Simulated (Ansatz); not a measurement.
```
atom    x (Å)    y (Å)    z (Å)
   B   1.4511   0.7241   2.2547
  Ge   1.2907   2.4030  -0.0237
   N   0.4209  -0.3962   2.9099
   O   0.7011   1.1732   1.1073
   H  -0.4693   0.0552   3.1359
   H   0.2298  -1.1249   2.2173
   H   0.7999  -0.8292   3.7545
   H   2.4771   0.0815   2.0140
   H   1.6066   1.5510   3.1581
   H   0.1801   2.5693  -1.0815
   H   1.5329   3.7420   0.7146
   H   2.6041   1.9324  -0.6946
```

Geometry: B3LYP-D3(BJ)/def2-SVP.

These are results of Ansatz, isolated molecule in a Gaussian basis; Kohn-Sham density functional theory, functional PBE0, not measurements.

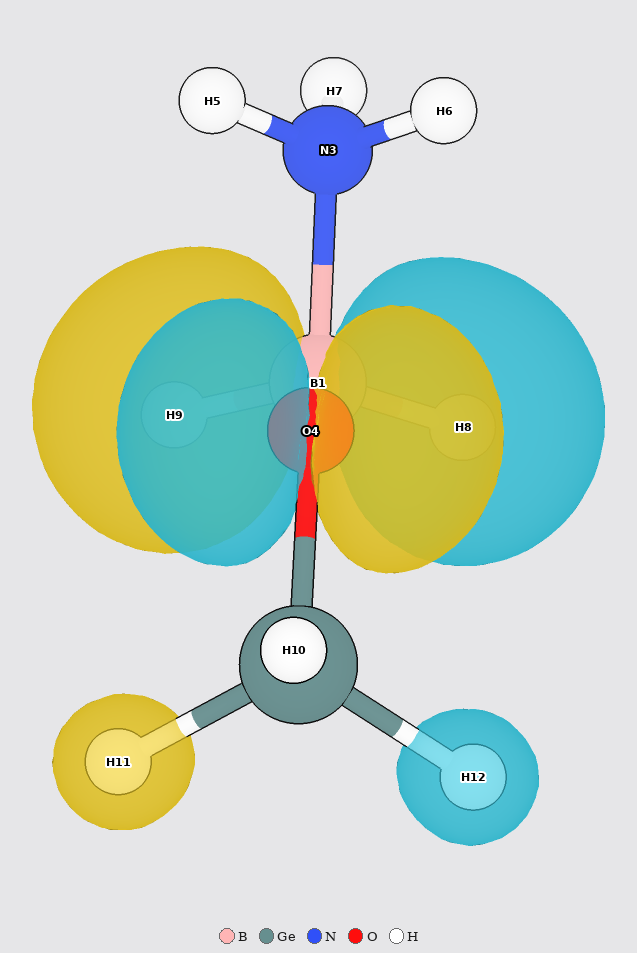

BGeH8NO (SMILES [NH3+][BH2-][O][GeH3]). One frontier orbital at ±0.1 Å⁻³ᐟ² (yellow and cyan are the two phases), seen at an oblique angle.

Q: Which orbital is it: HOMO or LUMO?

A: The HOMO, at −6.54 eV. Its weight (Hirshfeld) is mainly on O4 (about 40 %), B1 (about 20 %), H8 (about 15 %) and H9 (about 15 %).
